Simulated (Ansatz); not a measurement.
## C: pressure series

The parent structure is C (space group Fmmm, No. 69; a = 2.456 Å, b = 4.251 Å, c = 6.753 Å; layered, stacked along the Cartesian z axis).

Cell and atoms are relaxed at each pressure.

Calculations: r2SCAN+rVV10/PAW in Ansatz (a quantum-chemistry and plane-wave program), no spin-orbit coupling.

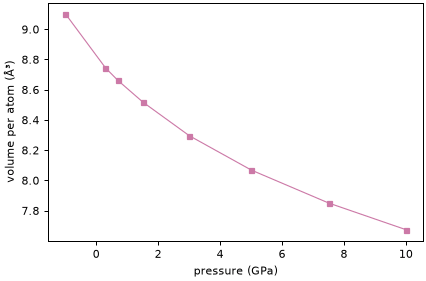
Figure. Volume against pressure

Question: Estimate the zero-pressure bulk modulus from the plot.

Answer: About 36 GPa; a third-order Birch–Murnaghan fit to the points gives V₀ = 8.81 Å³/atom, B₀ = 36 GPa and B₀′ = 11.0.

A case with no gap was solved on a k-mesh chosen for an insulator, which is coarse for it. Load acts through the strain it causes; cell and atoms are relaxed under it. No phonon test of stability was made. No other phases were tried under pressure. The base started in Cmme and relaxed to Fmmm at this level. Gaps under 0.05 eV, about the width of the smearing, are given as zero. This is not the structure that C has at room temperature and ambient pressure.
